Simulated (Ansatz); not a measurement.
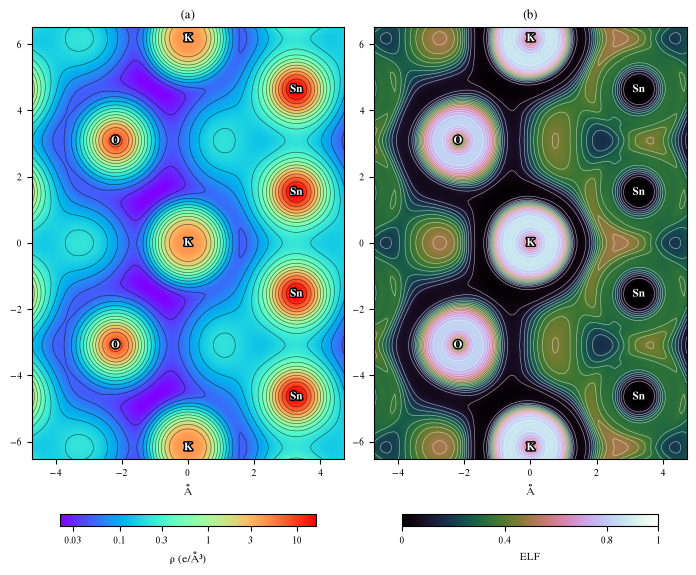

*KSn4O. (a) valence pseudo-density; (b) electron localisation function on the (011) plane of the conventional cell.*

Space group F-43m; a structure generated by program, which may or may not match a known phase; computed without spin polarisation.

These are results of DFT PBE, scalar-relativistic, plane waves, PAW in Ansatz 0.2.0, not measurements.

In a PAW calculation such maps are meaningful between the atoms, not at the nuclei.

Question: Describe what can be read from this map.

Answer: The section cuts through K, Sn and O sites.
Sn–Sn (3.07 Å): the density is about 0.23 e/Å³ at the midpoint; the ELF is about 0.45 at the midpoint.
K–O (3.78 Å): ρ at the midpoint is about 0.02 e/Å³; the ELF is about 0 at the midpoint (no localised pair shows between them).
Between the atoms the lowest density in this plane is 0.02 e/Å³.
The features right at K lie inside the PAW spheres, where the map follows smoothed inner orbitals and isn't to be read closely.
